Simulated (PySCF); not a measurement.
SMILES [SnH]([O]CC)([OH])[O]CC (C4H12O3Sn) at its GFN2-xTB optimised geometry (Å):

```
20

Sn    -2.2414    -0.3064     0.0000
O     -2.6592     1.5733     0.0000
O     -2.7809    -1.0190    -1.7383
C     -4.0104    -0.7737    -2.3915
C     -3.8074    -1.0405    -3.8745
O     -0.2992    -0.3064     0.0000
C      0.5657    -1.3673    -0.3600
C      1.9596    -0.7848    -0.5284
H     -2.9907    -1.0471     1.3221
H     -1.8772     2.1289     0.0207
H     -4.3374     0.2598    -2.2411
H     -4.7824    -1.4402    -1.9920
H     -4.7441    -0.8922    -4.4050
H     -3.0560    -0.3636    -4.2710
H     -3.4676    -2.0620    -4.0220
H      0.2405    -1.8339    -1.2940
H      0.5711    -2.1289     0.4266
H      1.9548    -0.0390    -1.3181
H      2.6592    -1.5763    -0.7828
H      2.2743    -0.3092     0.3964
```

Level of theory: CAM-B3LYP/def2-SVP, def2 effective core potentials past Kr run with PySCF. The core electrons that the potentials of Sn replace are not part of the density. Cells within 0.4 Å of a nucleus heavier than hydrogen are left out (blank, or x).

Map of the deformation density (molecule minus spherical neutral atoms) (e/bohr³) on the plane z = 0.0 Å:

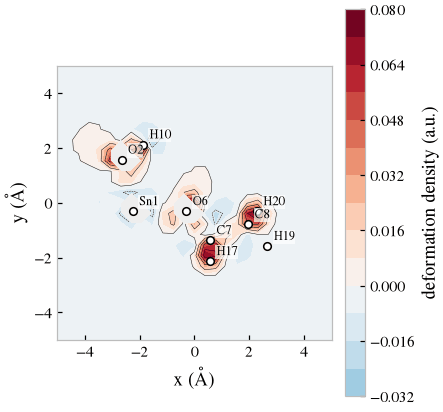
Deformation density (molecule minus spherical neutral atoms) (e/bohr³) on the plane z = 0.0 Å.
